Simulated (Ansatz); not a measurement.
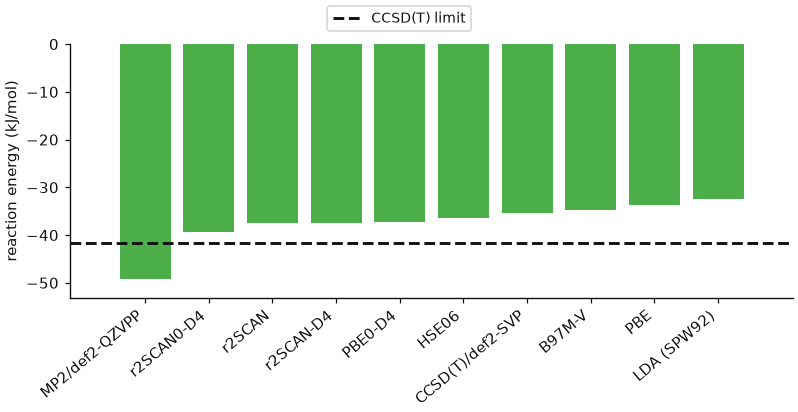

Electronic reaction energy of GeSi₂H₈ ([SiH3][SiH2][GeH3]) + H₂Te ([TeH2]) → Si₂H₆Te ([SiH3][SiH2][TeH]) + GeH₄ ([GeH4]) (SMILES in brackets) at several levels (functionals in def2-TZVPP unless a basis is named), isolated molecules at PBE0-D4 triple-zeta geometries, minima by their frequencies, no zero-point or thermal terms, the Ansatz code 0.2.0. The line is frozen-core CCSD(T) at the basis limit (MP2 extrapolated from triple and quadruple zeta, plus CCSD(T) less MP2 in a smaller set). No dispersion term is added to r2SCAN, HSE06 and PBE. The distance of MP2/def2-QZVPP and CCSD(T)/def2-SVP to the limit includes basis error. Core potentials past Kr. The limit lies 6.3 kJ/mol from CCSD(T)/def2-TZVPP, so the line itself is uncertain by a part of that.

Which level comes closest to the line (CCSD(T) limit), and which misses most?

Answer. Closest r2SCAN0-D4 (−39.4 kJ/mol), against −41.7 kJ/mol; farthest LDA (SPW92) (−32.5 kJ/mol).

What do zero-point energy and temperature add?

Answer. Zero-point change 3.7 kJ/mol; at 298.15 K and 1 bar the CCSD(T) limit plus thermal terms gives an enthalpy of reaction of −38.8 and a free energy of −35.8 kJ/mol (harmonic PBE0-D4 modes, ideal gas).

Caveats: no scalar relativity up to krypton; outer-core shells are correlated without core-valence functions, which makes the correlated values less sure; spin-orbit coupling is left out, and with Te it can shift these values.
